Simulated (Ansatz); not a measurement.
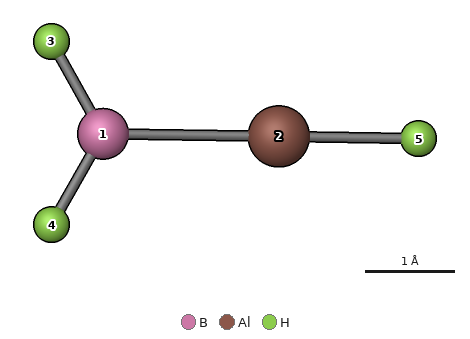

**Figure 1.** The input geometry (ball-and-stick view, seen at a tilt; atoms are numbered from 1 in the order of the input). Sticks mark near contacts. Bond lengths as drawn: Al–B 1.99 Å, Al–H 1.59 Å and B–H 1.20 Å.

**Single-point calculation of AlBH$_{3}$**

- system: AlBH$_{3}$, multiplicity 2
- method: UKS B3LYP-D4/def2-TZVPP (Ansatz 0.2.0)

The geometry comes from this level: PBE0-D4/def2-TZVP.

The input:
```yaml
crystal:
  periodic: [false, false, false]
  atoms:
    - {symbol: B, position_ang: [0.354878, -0.432346, 0.486991]}
    - {symbol: Al, position_ang: [0.389070, 1.359492, -0.388047]}
    - {symbol: H, position_ang: [0.555260, -0.512670, 1.664105]}
    - {symbol: H, position_ang: [0.138003, -1.403813, -0.177418]}
    - {symbol: H, position_ang: [0.407768, 2.785607, -1.082721]}
basis:
  gaussian: {orbitals: def2-TZVPP}
magnetization: {spin_polarized: true, initial_magnetization: 1}
hamiltonian: {xc: {name: B3LYP}, dispersion: d4}
```

Hardware: 2 threads of Intel Xeon @ 2.50GHz, 11 GiB of memory available, shared host.

Launched with:
```bash
ansatz run in.yaml --threads 2 --pin off --events-out ev --progress --plain --max-ram 4352MiB
```

What the program printed:
```
Functional definition: B3LYP
  name "B3LYP"
  cite "Stephens, Devlin, Chabalowski & Frisch, J. Phys. Chem. 98, 11623 (1994) doi:10.1021/j100096a001"
  cite "Becke, Phys. Rev. A 38, 3098 (1988) doi:10.1103/PhysRevA.38.3098"
  cite "Lee, Yang & Parr, Phys. Rev. B 37, 785 (1988) doi:10.1103/PhysRevB.37.785"
  cite "Vosko, Wilk & Nusair, Can. J. Phys. 58, 1200 (1980) doi:10.1139/p80-159"
  parameter a0 = 0.2
  parameter ax = 0.72
  parameter ac = 0.81
  exchange = (1 - a0 - ax)*slater_x + ax*b88_x + a0*exact_x
  correlation = (1 - ac)*vwn_rpa_c + ac*lyp_c
639 factors; their error is unknown
mean field evaluation 1: about -7315.1242 eV, gradient 2.7e1 eV
mean field evaluation 2: about -7303.7111 eV, gradient 4.2e1 eV
mean field evaluation 4: about -7320.7534 eV, gradient 1.4e0 eV
mean field evaluation 8: about -7320.7758 eV, gradient 2.7e-2 eV
mean field evaluation 16: about -7320.7794 eV, gradient 3.2e-5 eV
mean field -7320.77943896 eV, -269.0336821791 hartree, gradient 3.2e-5 eV, S^2 0.752867; 0 other end points of the search recorded, 0 dependent functions left out
reference -7320.77966952 eV, -269.0336906523 hartree; 11, 10 occupied and 104, 105 virtual orbitals, 639 factors
Total energy: -7320.87923627 eV, -269.0373496629 hartree
```

Key numbers:

| quantity | value |
| --- | --- |
| outcome | converged |
| total energy | −7320.8792 eV |
| mean-field energy | −7320.7797 eV |
| dispersion energy | −0.0996 eV |
| ⟨S²⟩ | 0.753 |
| SCF solution under orbital rotations | stable |
| wall time | 2.1 s (CPU time 3.9 s) |
| peak memory | 0.19 GiB |
